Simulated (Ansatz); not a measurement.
# BeHg (built on the sites of a database entry of SrHg): Grüneisen parameters

Aim: how the phonons of BeHg (built on the sites of a database entry of SrHg) shift with volume, and the thermal expansion that follows.

Method: DFT PBEsol, scalar-relativistic, plane waves, PseudoDojo norm-conserving pseudopotentials, in Ansatz 0.2.0.

The structure was built from a prototype and need not be the compound's stable phase.

### Step 1. Starting point

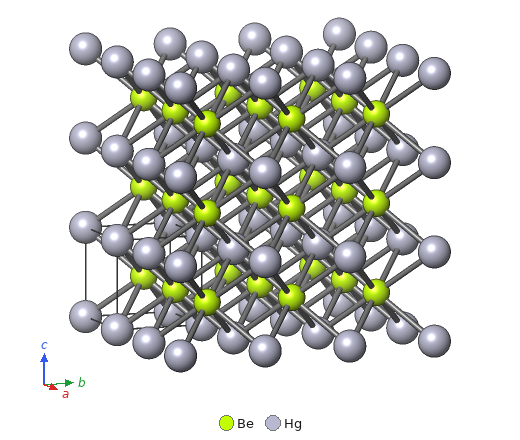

The starting structure, seen slightly off an axis (beryllium green, mercury light grey). 3×3×3 cells are drawn. Some periodic images of atoms are drawn too.

### Step 2. Phonons on a q mesh

The cell comes from relaxations at this level that are not shown. Stability and thermal properties need the whole zone. Linear response on a 4×4×4 q mesh gives force constants as far as a supercell of that size would.

Input file input.yaml:

```yaml
crystal:
  lattice:
    - [3.0800949983, 0.0, 0.0]
    - [0.0, 3.0800949983, 0.0]
    - [0.0, 0.0, 3.0800949983]
  atoms:
    - { symbol: Be, position: [0.5, 0.5, 0.5] }
    - { symbol: Hg, position: [0.0, 0.0, 0.0] }
kpoints:
  mp_grid: { grid: [12, 12, 12] }
hamiltonian:
  xc: pbesol
  pseudopotentials: { kind: nc, accuracy: standard }
scf:
  occupations: { method: methfessel_paxton, width: 0.15 }
output:
  eigenvalues: true
phonons:
  method: dfpt
  qmesh: [4, 4, 4]
  temperatures: { t_max: 1000, t_step: 50 }
  qpath:
    path:
      - [[0.0, 0.0, 0.0], [0.0, 0.5, 0.0], [0.5, 0.5, 0.0], [0.0, 0.0, 0.0], [0.5, 0.5, 0.5], [0.0, 0.5, 0.0]]
      - [[0.5, 0.5, 0.5], [0.5, 0.5, 0.0]]
    npoints: 10
```

On the command line:

```console
> ansatz run input.yaml --threads 4 --pin off --max-ram 7168MiB --backend cpu --events-out ev --progress --plain --runs-dir out
```

Numbers of over 12 decimals in the logs are rounded to 6 here.

Output:

```text
Engine: ansatz 0.2.0, aarch64-unknown-linux-gnu
Pseudopotentials: kind: nc
Pseudopotential: Be, nc, valence charge 4, recommended cutoff 1197.300995 eV (normal), Be.nc.azcp (PseudoDojo's, or run here from an input of PseudoDojo's; its table is named by hamiltonian.pseudopotentials.accuracy)
Pseudopotential: Hg, nc, valence charge 20, recommended cutoff 897.975746 eV (normal), Hg.nc.azcp (PseudoDojo's, or run here from an input of PseudoDojo's; its table is named by hamiltonian.pseudopotentials.accuracy)
Functional definition: PBEsol
  exchange = pbesol_x
  correlation = pbesol_c
Crystal: 2 atoms, lattice volume = 29.221 Å³
Basis set: ecut = 1197.300995 eV, 2777 PW (Γ), exchange–correlation on 72×72×72 points (8 copies of the dense FFT grid, shifted against one another)
Bands: 16, of which v1, the nominal top of the filled ones, is band 12 counted from 1 (11 counted from 0)
Symmetry: 48 space group operations
k-points: 84 of 1728
Non-local potential: Be, projectors of the file, l = 0: 2, l = 1: 2
Non-local potential: Hg, projectors of the file, l = 0: 2, l = 1: 2, l = 2: 2, l = 3: 1
Initial density: superposition of atomic densities (chi_scale 0.1, normalization cell, long waves kept (reshape's long-wave potential 0.00 eV rms))
Initial wavefunctions: pseudopotential atomic-orbital guess
Functional: x = pbesol(κ = 0.804, μ = 0.123457), c = pbesol(β = 0.046)
SCF iter   1: F=—  HF=-4909.675338 eV  |F-HF|=—  |Δ(HF+E_count)|=         —  Δρ=6.81e-2  dr2=2.01e0  ethr=3.10e-3  ⟨swp⟩=6.5  Hψ=8261  notcnv=0
preconditioner: auto → none  [insulator: Δε(μ)=0.120 eV  Ē_g=11.287 eV  σ=0.150 eV  W_gap=0.55  n_scr=6 (ndim 8)  ℏωp=25.7 eV  f_vac=0.000  D(μ)=0.30/eV (n_scr^D=0)  ε∞_Penn≈6.2]
SCF iter   2: F=—  HF=-4909.125242 eV  |F-HF|=—  |Δ(HF+E_count)|=   5.50e-1  S|Δr|=    0.00e0  Δρ=3.74e-2  dr2=2.84e-1  ethr=3.10e-3  ⟨swp⟩=3.7  Hψ=3648  notcnv=0  defer=6
SCF iter   3: F=—  HF=-4909.029829 eV  |F-HF|=—  |Δ(HF+E_count)|=   9.54e-2  S|Δr|=    0.00e0  Δρ=1.09e-2  dr2=9.99e-3  ethr=1.18e-3  ⟨swp⟩=3.3  Hψ=3260  notcnv=0  defer=8
SCF iter   4: F=—  HF=-4909.028349 eV  |F-HF|=—  |Δ(HF+E_count)|=   1.48e-3  S|Δr|=    0.00e0  Δρ=1.66e-3  dr2=3.41e-4  ethr=4.16e-5  ⟨swp⟩=2.5  Hψ=2361  notcnv=0  defer=8
SCF iter   5: F=—  HF=-4909.028372 eV  |F-HF|=—  |Δ(HF+E_count)|=   2.29e-5  S|Δr|=    0.00e0  Δρ=1.95e-4  dr2=9.48e-6  ethr=1.42e-6  ⟨swp⟩=2.2  Hψ=1937  notcnv=0  defer=8
SCF iter   6: F=—  HF=-4909.028384 eV  |F-HF|=—  |Δ(HF+E_count)|=   1.23e-5  S|Δr|=    0.00e0  Δρ=4.43e-5  dr2=4.61e-7  ethr=3.95e-8  ⟨swp⟩=2.3  Hψ=2247  notcnv=0  defer=8
SCF iter   7: F=—  HF=-4909.028383 eV  |F-HF|=—  |Δ(HF+E_count)|=   1.41e-6  S|Δr|=    0.00e0  Δρ=9.82e-6  dr2=1.49e-8  ethr=1.92e-9  ⟨swp⟩=2.2  Hψ=2147  notcnv=0  defer=8
SCF iter   8: F=—  HF=-4909.028383 eV  |F-HF|=—  |Δ(HF+E_count)|=   5.81e-9  S|Δr|=    0.00e0  Δρ=7.57e-7  dr2=6.09e-11  ethr=6.19e-11  ⟨swp⟩=2.0  Hψ=2320  notcnv=0  defer=8
SCF iter   9: F=-4909.028383 eV  HF=-4909.028383 eV  |F-HF|=1.82e-12  |Δ(HF+E_count)|=  1.64e-11  S|Δr|=    0.00e0  Δρ=1.05e-7  dr2=7.32e-13  ethr=1.00e-12  ⟨swp⟩=10.1  Hψ=9254  notcnv=0
SCF 1 converged in 9 iterations: F = -4909.028383 eV  dr2 = 7.32e-13
Initial density: read from a saved state, or passed on in memory by an earlier SCF of this step, an earlier step, the calling program or the single point that the run made first
iter 1 solved again at ethr=2.58e-7 eV; its pass at ethr=3.10e-3 eV (dr2=6.18e-5 eV) is discarded
SCF iter   1: F=—  HF=-4909.028382 eV  |F-HF|=—  |Δ(HF+E_count)|=         —  Δρ=1.62e-6  dr2=6.00e-10  ethr=2.58e-7  ⟨swp⟩=4.4  Hψ=13517  notcnv=0
eigensolver tolerance schedule: the retry pair's looser diagonalisation over-reported the residual by 102932.59 of it (diagonalisation noise at an unbounded share of the residual, at the tolerance the schedule requests for it); recorded, not acted on — ethr = c·dr2/N_el stays at c = 1.0e-1
preconditioner: auto → none  [metal: Δε(μ)=0.053 eV  Ē_g=12.390 eV  σ=0.150 eV  W_gap=0.28  n_scr=6 (ndim 8)  ℏωp=25.7 eV  f_vac=0.000  D(μ)=0.48/eV (n_scr^D=0)]
SCF iter   2: F=—  HF=-4909.028383 eV  |F-HF|=—  |Δ(HF+E_count)|=   1.26e-6  S|Δr|=    0.00e0  Δρ=1.55e-6  dr2=6.95e-10  ethr=2.50e-12  ⟨swp⟩=4.7  Hψ=4477  notcnv=0
SCF iter   3: F=—  HF=-4909.028383 eV  |F-HF|=—  |Δ(HF+E_count)|=  1.97e-10  S|Δr|=    0.00e0  Δρ=6.80e-7  dr2=1.10e-10  ethr=2.50e-12  ⟨swp⟩=2.5  Hψ=2053  notcnv=0
SCF iter   4: F=—  HF=-4909.028383 eV  |F-HF|=—  |Δ(HF+E_count)|=  2.46e-11  S|Δr|=    0.00e0  Δρ=4.58e-7  dr2=4.91e-11  ethr=1.00e-12  ⟨swp⟩=1.0  Hψ=1344  notcnv=0
SCF iter   5: F=—  HF=-4909.028383 eV  |F-HF|=—  |Δ(HF+E_count)|=  1.27e-11  S|Δr|=    0.00e0  Δρ=2.39e-7  dr2=1.20e-11  ethr=1.00e-12  ⟨swp⟩=1.0  Hψ=1344  notcnv=0
SCF iter   6: F=-4909.028383 eV  HF=-4909.028383 eV  |F-HF|=5.46e-12  |Δ(HF+E_count)|=  9.09e-13  S|Δr|=    0.00e0  Δρ=1.56e-7  dr2=5.52e-12  ethr=1.00e-12  ⟨swp⟩=3.9  Hψ=3848  notcnv=0
SCF 2 converged in 6 iterations: F = -4909.028383 eV  dr2 = 5.52e-12
phonons: the bands overlap, so this run is a metal and interpolates without the dipole-dipole term. If the crystal is really an insulator or semiconductor, its LO-TO splitting is missing
NSCF: frozen V_eff on 84 k-points
NSCF: frozen V_eff on 196 k-points
DFPT response loops at q = (0, 0, 0) (fractional): preconditioner auto → Kerker (q_TF=auto, 2.640 Å⁻¹) (partly filled bands, converged f_vac=0.000); β = 1.00, the filter's whole step (`scf.mixing.beta` (0.50) is not read by the response loops under this deck's `scf.mixing.preconditioner`; to damp them name `kerker` or `kerker_dos`, under which they read `scf.mixing.beta`, and type it under 1.00, their step now; both keys bind the ground state too); Broyden in place of MSR1
NSCF: frozen V_eff on 1176 k-points
DFPT response loops at q = (0, 0, 0.25) (fractional): mixed as the last ones told, above
NSCF: frozen V_eff on 686 k-points
DFPT response loops at q = (0, 0, -0.5) (fractional): mixed as the last ones told, above
NSCF: frozen V_eff on 2016 k-points
DFPT response loops at q = (0, 0.25, 0.25) (fractional): mixed as the last ones told, above
NSCF: frozen V_eff on 1176 k-points
DFPT response loops at q = (0, 0.25, -0.5) (fractional): mixed as the last ones told, above
NSCF: frozen V_eff on 686 k-points
DFPT response loops at q = (0, -0.5, -0.5) (fractional): mixed as the last ones told, above
NSCF: frozen V_eff on 1872 k-points
DFPT response loops at q = (0.25, 0.25, 0.25) (fractional): mixed as the last ones told, above
NSCF: frozen V_eff on 2016 k-points
DFPT response loops at q = (0.25, 0.25, -0.5) (fractional): mixed as the last ones told, above
NSCF: frozen V_eff on 1176 k-points
DFPT response loops at q = (0.25, -0.5, -0.5) (fractional): mixed as the last ones told, above
NSCF: frozen V_eff on 392 k-points
DFPT response loops at q = (-0.5, -0.5, -0.5) (fractional): mixed as the last ones told, above
SCF converged after 9 iterations
Stability not checked: this state was not tested for a lower state beside it, because cold or Methfessel-Paxton smearing, or corrected tetrahedra, fill the levels in a way that the test cannot read (fill_not_monotonic; see scf.lower_state_search)
Free energy (F): -4909.028383 eV
Harris-Foulkes:  -4909.028383 eV  (|F-HF|=1.82e-12)
Internal energy: -4909.027664 eV  (E = F + TS)
E sigma→0 (E₀):  -4909.028203 eV
Entropy (-TS):   -0.000719 eV (-0.359 meV/atom)
Fermi energy:    15.916309 eV
--- Per-component energies (eV) ---
  E_band       = -547.982265
  E_kinetic    = 1524.394395
  E_local      = -3577.177276  (includes V_loc(G=0)·N_el)
  E_nonlocal   = -111.539597
  E_hartree    = 1125.287037
  E_xc         = -811.037324
  E_vxc        = -634.233901  (∫ρ·V_xc dr)
  E_ewald      = -3058.954898
  E_smearing   = -0.000719  (= −TS)
  E_closure    = -0.000000  (closes the sum)
  Σ components = -4909.028383   (vs F -4909.028383, Δ=0.00e0)
--- Band table (eV; the first three rows and the last of 84) ---
  k-point 0: bands = [... 8 lower, 8.2633, 8.2633, 8.2633, 18.3177, 18.3177, 18.3177, 23.7234, 25.8509]
  k-point 1: bands = [... 8 lower, 8.2063, 8.2063, 8.2680, 17.6638, 18.4919, 18.4919, 23.9144, 25.7589]
  k-point 2: bands = [... 8 lower, 8.0560, 8.0560, 8.2810, 16.2231, 18.9922, 18.9922, 24.1169, 25.5075]
  k-point 83: bands = [... 8 lower, 8.9807, 8.9807, 17.3862, 17.3862, 17.3862, 17.4901, 17.6607, 18.5800]
--- Phonons (Γ-DFPT): 2 representative perturbations + reference (Σ response iterations 5) ---
  ASR residual: 2.379e-4 → 0.000e0 eV/Å²; symmetrization residual: 6.864e-7 eV/Å²
  ASR residual per site (eV/Å²): 1.18e-5 2.38e-4
  Γ frequencies (cm⁻¹): 0.00 0.00 0.00 216.18 216.18 216.18
--- Phonons (arbitrary-q DFPT): 10 irreducible q on the 4×4×4 mesh ---
  q = [0.0000, 0.0000, 0.0000] (star 1, of the zone-centre solve; hermiticity 9.26e-7, symmetrization 6.43e-14): -0.00 -0.00 0.00 216.18 216.18 216.18
  q = [0.0000, 0.0000, 0.2500] (star 6, 4 solved perturbations in 1848 linear systems a pass and spin channel, the states on 588 of 1728 k-point pairs; hermiticity 5.78e-7, symmetrization 8.81e-13, the responses' own estimated error 4.8e-5 eV/Å²): 20.87 20.87 79.76 204.27 204.27 231.88
  q = [0.0000, 0.0000, -0.5000] (star 3, 4 solved perturbations in 1078 linear systems a pass and spin channel, the states on 343 of 1728 k-point pairs; hermiticity 1.35e-7, symmetrization 6.72e-8, the responses' own estimated error 4.6e-5 eV/Å²): 28.40 28.40 108.14 199.96 199.96 250.56
  q = [0.0000, 0.2500, 0.2500] (star 12, 4 solved perturbations in 3108 linear systems a pass and spin channel, the states on 1008 of 1728 k-point pairs; hermiticity 4.58e-7, symmetrization 1.85e-13, the responses' own estimated error 4.7e-5 eV/Å²): -14.94 26.43 81.97 229.67 234.16 237.76
  q = [0.0000, 0.2500, -0.5000] (star 12, 6 solved perturbations on 588 of 1728 k-point pairs; hermiticity 2.61e-7, symmetrization 5.53e-8, the responses' own estimated error 4.6e-5 eV/Å²): 24.17 48.65 75.52 244.43 245.25 253.81
  q = [0.0000, -0.5000, -0.5000] (star 3, 4 solved perturbations in 1078 linear systems a pass and spin channel, the states on 343 of 1728 k-point pairs; hermiticity 9.40e-8, symmetrization 6.76e-11, the responses' own estimated error 4.5e-5 eV/Å²): -76.63 -76.63 -24.19 233.29 233.29 269.55
  q = [0.2500, 0.2500, 0.2500] (star 8, 2 solved perturbations on 936 of 1728 k-point pairs; hermiticity 4.32e-7, symmetrization 8.16e-13, the responses' own estimated error 1.6e-5 eV/Å²): 23.99 23.99 69.09 196.25 196.25 279.62
  q = [0.2500, 0.2500, -0.5000] (star 12, 4 solved perturbations in 3108 linear systems a pass and spin channel, the states on 1008 of 1728 k-point pairs; hermiticity 2.44e-7, symmetrization 1.16e-8, the responses' own estimated error 4.0e-5 eV/Å²): -21.20 70.59 72.58 129.56 221.43 266.27
  q = [0.2500, -0.5000, -0.5000] (star 6, 4 solved perturbations in 1848 linear systems a pass and spin channel, the states on 588 of 1728 k-point pairs; hermiticity 1.55e-7, symmetrization 4.15e-9, the responses' own estimated error 1.6e-5 eV/Å²): -73.01 -73.01 72.47 186.21 186.21 215.30
  q = [-0.5000, -0.5000, -0.5000] (star 1, 2 solved perturbations on 196 of 1728 k-point pairs; hermiticity 3.97e-10, symmetrization 1.98e-10, the responses' own estimated error 1.9e-5 eV/Å²): 77.25 77.25 77.25 90.44 90.44 90.44
  sum rule: each row above includes the acoustic sum rule's correction from the zone centre's row sums; it moved no ω² by more than (0.60 cm⁻¹)²
  mesh force constants: q→R imaginary residual 3.70e-18; ASR residual 2.379e-4 → 0.000e0 eV/Å²; symmetrization residual 2.665e-15 eV/Å²
  interpolated dispersion: 62 rows × 6 modes
  density of states and harmonic sums: on the 20×20×20 q-mesh, interpolated from the force constants of a 4×4×4 supercell (no non-analytic term)
  largest difference from the sums on the solved wave vectors: F 5.84e-2 eV, S 6.92e-5 and C_V 1.29e-5 eV/K
  zero-point energy: 0.048396 eV/cell   skipped modes (ω ≤ 0): 192, of them read as no rigid motion or as one in doubt: 189 (6.244e-1 modes/cell left out, lowest -77.46 cm⁻¹)   left out of the sums: 1.04e-1 of the cell's modes: C_V's classical limit lies that fraction below 3 k_B per atom; for a crystal, a wire or a layer, F and S can be off by more, and a phonons.interpolated_qmesh denser along its periods is the remedy for the sampling
```

Run time: 8.3 min. Hardware: 4 threads of Arm Neoverse V2, shared host; peak memory 3.8 GiB.

Reading the cycles: dr2 is the Hartree energy of the density residual (eV), the measure of convergence; HF is the Harris–Foulkes estimate of the energy, which meets the free energy F at convergence.

This step gave:

```yaml
volume_per_atom: 14.61 Å³
gap_on_the_k_mesh: 0 eV
sum_rule_residual_before_enforcement: 2.38e-4 eV/Å²
lowest_frequency_on_the_path: -77.46 cm⁻¹
point_group: m-3m
highest_frequency_on_the_path_or_at_a_solved_wavevector: 279.6 cm⁻¹
highest_optical_mode_at_the_zone_centre_no_lo_to_term: 216.2 cm⁻¹
lowest_optical_zone_centre_mode: 216.2 cm⁻¹
lowest_mode_on_the_q_mesh_acoustic_modes_at_gamma_apart: -76.63 cm⁻¹
```

Frequencies (cm⁻¹) solved at each irreducible wavevector; negative means imaginary. Frequencies by wavevector, by row:

| q in reciprocal lattice units | star | mode 1 | mode 2 | mode 3 | mode 4 | mode 5 | mode 6 |
| --- | --- | --- | --- | --- | --- | --- | --- |
| 0 0 0 | 1 | 0 | 0 | 0 | 216.2 | 216.2 | 216.2 |
| 0 0 0.25 | 6 | 20.9 | 20.9 | 79.8 | 204.3 | 204.3 | 231.9 |
| 0 0 -0.5 | 3 | 28.4 | 28.4 | 108.1 | 200 | 200 | 250.6 |
| 0 0.25 0.25 | 12 | -14.9 | 26.4 | 82 | 229.7 | 234.2 | 237.8 |
| 0 0.25 -0.5 | 12 | 24.2 | 48.6 | 75.5 | 244.4 | 245.2 | 253.8 |
| 0 -0.5 -0.5 | 3 | -76.6 | -76.6 | -24.2 | 233.3 | 233.3 | 269.6 |
| 0.25 0.25 0.25 | 8 | 24 | 24 | 69.1 | 196.2 | 196.2 | 279.6 |
| 0.25 0.25 -0.5 | 12 | -21.2 | 70.6 | 72.6 | 129.6 | 221.4 | 266.3 |
| 0.25 -0.5 -0.5 | 6 | -73 | -73 | 72.5 | 186.2 | 186.2 | 215.3 |
| -0.5 -0.5 -0.5 | 1 | 77.2 | 77.2 | 77.2 | 90.4 | 90.4 | 90.4 |

Symmetry leaves 10 wavevectors to solve. The lowest mode among them, the acoustic zeros apart, lies at q = (0, -0.5, -0.5) and is imaginary, 76.6i cm⁻¹, so the energy falls along it.

### Step 3. Relaxing at another volume, volume ratio 0.97

The volume is scaled by 0.97 and held; symmetry leaves nothing to relax, so this is a single point. The modes can then be followed against volume.

input.yaml, the sections that differ from step 2:

```yaml
crystal:
  lattice:
    - [3.0489808003, 0.0, 0.0]
    - [0.0, 3.0489808003, 0.0]
    - [0.0, 0.0, 3.0489808003]
  atoms:
    - { symbol: Be, position: [0.5, 0.5, 0.5] }
    - { symbol: Hg, position: [0.0, 0.0, 0.0] }
output:
  forces: true
  stress: true
  eigenvalues: true
# kpoints, hamiltonian, scf: as in step 2
# phonons: removed
```

Output:

```text
[...]
Crystal: 2 atoms, lattice volume = 28.344 Å³
Basis set: ecut = 1197.300995 eV, 2601 PW (Γ), exchange–correlation on 72×72×72 points (8 copies of the dense FFT grid, shifted against one another)
Bands: 16, of which v1, the nominal top of the filled ones, is band 12 counted from 1 (11 counted from 0)
Symmetry: 48 space group operations
[...]
k-points: 84 of 1728
[...]
--- Band table (eV; the first three rows and the last of 84) ---
  k-point 0: bands = [... 8 lower, 8.8025, 8.8025, 8.8025, 18.9332, 18.9332, 18.9332, 24.7074, 26.6354]
  k-point 1: bands = [... 8 lower, 8.7414, 8.7414, 8.8075, 18.2819, 19.1142, 19.1142, 24.8852, 26.5293]
  k-point 2: bands = [... 8 lower, 8.5806, 8.5806, 8.8213, 16.8356, 19.6332, 19.6332, 25.0579, 26.2413]
  k-point 83: bands = [... 8 lower, 9.5611, 9.5611, 17.9833, 17.9833, 17.9833, 18.1847, 18.4984, 19.2885]
[key lines of the parts left out:]
SCF converged after 7 iterations
Free energy (F): -4909.019399 eV
Fermi energy:    16.597655 eV
P = ⅓ Tr σ = 3.4044 GPa (34.044 kbar)
```

The job ended after 2 s (4 threads; peak memory 0.4 GiB).

This step gave:

| Property | Result |
| --- | --- |
| pressure | 3.404 GPa |
| volume per atom | 14.17 Å³ |

The run ends at a pressure of 3.40 GPa.

### Step 4. Phonons at the other volume, volume ratio 0.97

The phonons are repeated at this volume on the same k and q meshes.

input.yaml, the sections that differ from step 3:

```yaml
output:
  eigenvalues: true
phonons:
  method: dfpt
  qmesh: [4, 4, 4]
  temperatures: { t_max: 1000, t_step: 50 }
  qpath:
    path:
      - [[0.0, 0.0, 0.0], [0.0, 0.5, 0.0], [0.5, 0.5, 0.0], [0.0, 0.0, 0.0], [0.5, 0.5, 0.5], [0.0, 0.5, 0.0]]
      - [[0.5, 0.5, 0.5], [0.5, 0.5, 0.0]]
    npoints: 10
# crystal, kpoints, hamiltonian, scf: as in step 3
```

Output:

```text
[...]
Crystal: 2 atoms, lattice volume = 28.344 Å³
Basis set: ecut = 1197.300995 eV, 2601 PW (Γ), exchange–correlation on 72×72×72 points (8 copies of the dense FFT grid, shifted against one another)
Bands: 16, of which v1, the nominal top of the filled ones, is band 12 counted from 1 (11 counted from 0)
Symmetry: 48 space group operations
k-points: 84 of 1728
[...]
SCF iter   1: F=—  HF=-4909.703164 eV  |F-HF|=—  |Δ(HF+E_count)|=         —  Δρ=7.12e-2  dr2=2.12e0  ethr=3.10e-3  ⟨swp⟩=6.4  Hψ=8242  notcnv=0
[...]
SCF iter   9: F=-4909.019399 eV  HF=-4909.019399 eV  |F-HF|=0.00e0  |Δ(HF+E_count)|=  4.09e-11  S|Δr|=    0.00e0  Δρ=1.31e-7  dr2=5.45e-13  ethr=1.00e-12  ⟨swp⟩=10.3  Hψ=9293  notcnv=0
SCF 1 converged in 9 iterations: F = -4909.019399 eV  dr2 = 5.45e-13
[...]
SCF iter   5: F=-4909.019399 eV  HF=-4909.019399 eV  |F-HF|=3.64e-12  |Δ(HF+E_count)|=  1.09e-11  S|Δr|=    0.00e0  Δρ=1.65e-7  dr2=5.84e-12  ethr=1.00e-12  ⟨swp⟩=3.8  Hψ=5185  notcnv=0
SCF 2 converged in 5 iterations: F = -4909.019399 eV  dr2 = 5.84e-12
[...]
NSCF: frozen V_eff on 84 k-points
[...]
SCF converged after 9 iterations
[...]
Free energy (F): -4909.019399 eV
[...]
Internal energy: -4909.019183 eV  (E = F + TS)
E sigma→0 (E₀):  -4909.019345 eV
Entropy (-TS):   -0.000215 eV (-0.108 meV/atom)
Fermi energy:    16.597630 eV
[...]
--- Band table (eV; the first three rows and the last of 84) ---
  k-point 0: bands = [... 8 lower, 8.8024, 8.8024, 8.8024, 18.9332, 18.9332, 18.9332, 24.7074, 26.6354]
  k-point 1: bands = [... 8 lower, 8.7413, 8.7413, 8.8074, 18.2819, 19.1141, 19.1141, 24.8851, 26.5293]
  k-point 2: bands = [... 8 lower, 8.5805, 8.5805, 8.8213, 16.8356, 19.6332, 19.6332, 25.0579, 26.2413]
  k-point 83: bands = [... 8 lower, 9.5610, 9.5610, 17.9833, 17.9833, 17.9833, 18.1846, 18.4984, 19.2885]
[...]
ASR residual: 4.846e-5 → 0.000e0 eV/Å²; symmetrization residual: 3.167e-6 eV/Å²
  ASR residual per site (eV/Å²): 6.27e-6 4.85e-5
  Γ frequencies (cm⁻¹): 0.00 0.00 0.00 238.70 238.70 238.70
--- Phonons (arbitrary-q DFPT): 10 irreducible q on the 4×4×4 mesh ---
[...]
interpolated dispersion: 62 rows × 6 modes
[...]
```

Wall time 8.1 min (4 threads); peak memory 3.7 GiB.

Numbers from this step:

- sum-rule residual before enforcement: 4.85e-5 eV/Å²
- lowest frequency on the path: -70.31 cm⁻¹
- highest frequency on the path or at a solved wavevector: 302.0 cm⁻¹
- highest optical mode at the zone centre (no LO-TO term): 238.7 cm⁻¹
- lowest optical zone-centre mode: 238.7 cm⁻¹
- lowest mode on the q mesh (acoustic modes at Γ apart): -70.25 cm⁻¹

Frequencies (cm⁻¹) solved at each irreducible wavevector; negative means imaginary. Frequencies by wavevector, by row:

| q in reciprocal lattice units | star | mode 1 | mode 2 | mode 3 | mode 4 | mode 5 | mode 6 |
| --- | --- | --- | --- | --- | --- | --- | --- |
| 0 0 0 | 1 | 0 | 0 | 0 | 238.7 | 238.7 | 238.7 |
| 0 0 0.25 | 6 | 25.5 | 25.5 | 85.4 | 229.8 | 229.8 | 258.6 |
| 0 0 -0.5 | 3 | 34.4 | 34.4 | 116.7 | 228.4 | 228.4 | 285.6 |
| 0 0.25 0.25 | 12 | 12.9 | 32.1 | 88.5 | 254.6 | 259.4 | 264.7 |
| 0 0.25 -0.5 | 12 | 30.6 | 54.4 | 83 | 268.8 | 269.2 | 278.3 |
| 0 -0.5 -0.5 | 3 | -70.2 | -70.2 | -17.6 | 261.1 | 261.1 | 291.7 |
| 0.25 0.25 0.25 | 8 | 37.5 | 37.5 | 75.2 | 224.1 | 224.1 | 302 |
| 0.25 0.25 -0.5 | 12 | 14.1 | 76.4 | 79.1 | 173.2 | 244.4 | 289.5 |
| 0.25 -0.5 -0.5 | 6 | -58.5 | -58.5 | 78.2 | 210.7 | 210.7 | 241.8 |
| -0.5 -0.5 -0.5 | 1 | 97.1 | 97.1 | 97.1 | 127.6 | 127.6 | 127.6 |

The highest optical mode at the zone centre (no LO-TO term) is 238.7 cm⁻¹, +22.5 cm⁻¹ against the base run.

(Continued in part 2 of 2.)

[Logs are printed without paths, hosts, clocks, repeated set-up lines and the standing remarks that a program may print on its own settings, such as how far it seeks lower states.]

[Hosts, paths, dates, database ids (printed as entryN), source tags and the programs' standing remarks are cut or masked in the printed files.]
